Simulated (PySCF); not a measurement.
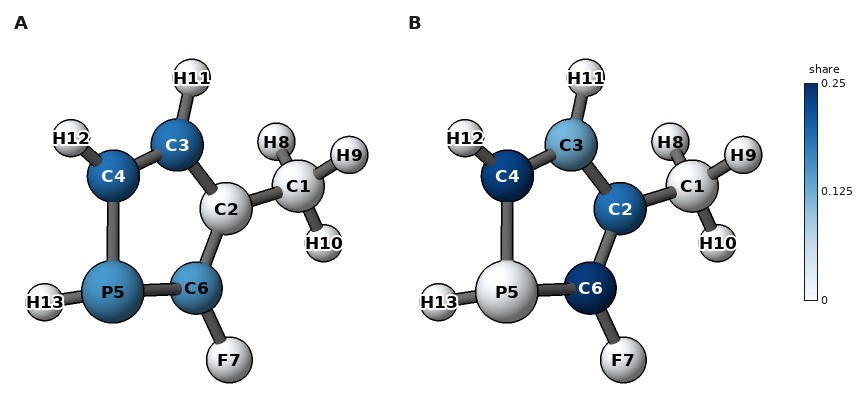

Each panel colours the atoms by their Löwdin share in one orbital (up to four of the largest shares; other atoms are shown as zero). The geometry was computed by an optimisation with GFN2-xTB. No frequency run is at hand to confirm it as a minimum. Method: CAM-B3LYP/def2-SVPD (PySCF 2.14.0).

**The panels show the HOMO, LUMO, in some order. Which is which?**

A: LUMO, −0.04 eV; C4 0.19, C3 0.18, P5 0.15, C6 0.15
B: HOMO, −7.83 eV; C6 0.24, C4 0.23, C2 0.19, C3 0.12

The geometry is semi-empirical. Around P such bond lengths and angles can be off by a tenth of an ångström or more and by several degrees, and values that hang on the shape move with them.
